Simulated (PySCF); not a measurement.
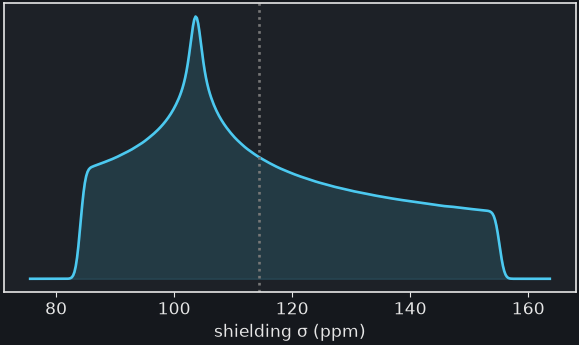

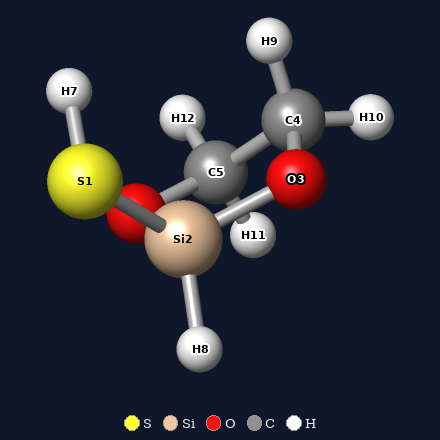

Static powder pattern (¹³C) from GIAO shielding tensors of C₂H₆O₂SSi, SMILES S[SiH]1OCCO1, B97-2/pcSseg-2, PySCF, at a PBE0-D3(BJ)/def2-SVP geometry (no frequency check); absolute shielding, one fixed geometry of the isolated molecule without any motion, no dipolar terms. The dotted line is the isotropic value; skew is 3(σiso − σ22)/span.

The pattern belongs to C5. Give the principal values, span and skew.

C5: σ11, σ22, σ33 = 84, 104, 155 ppm, isotropic 114, span 71 ppm, skew 0.45.

Note: one conformer of a flexible molecule.
